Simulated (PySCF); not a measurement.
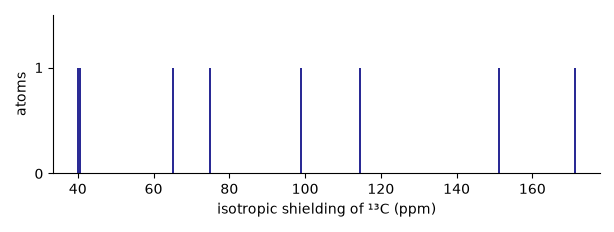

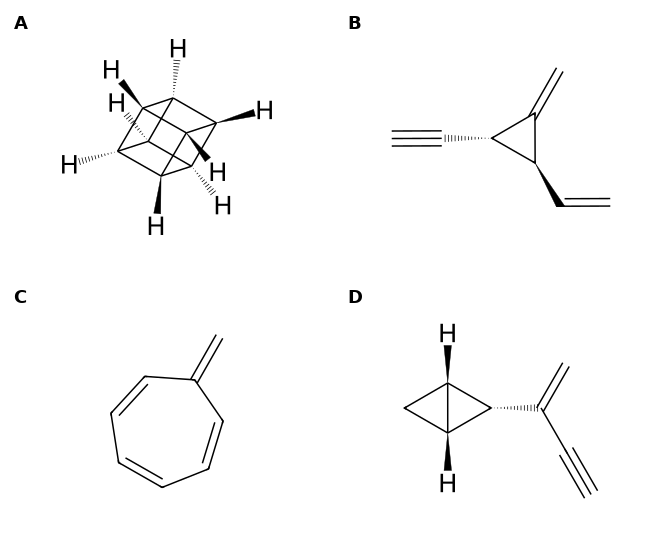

The sticks are computed shieldings of one of the molecules, for one fixed geometry (GFN2-xTB) without averaging over rotations. Low shielding means a high chemical shift. Method: GIAO PBE0/pcSseg-1 NMR shielding, non-relativistic, gas phase (PySCF 2.14.0).

Which molecule gives this pattern?

B, `C#C[C@@H]1C(=C)[C@H]1C=C`. Its 8 C atoms give lines at 40.1, 40.6, 65.1, 74.8, 98.9, 114.6, 151.2, 171.2 ppm.
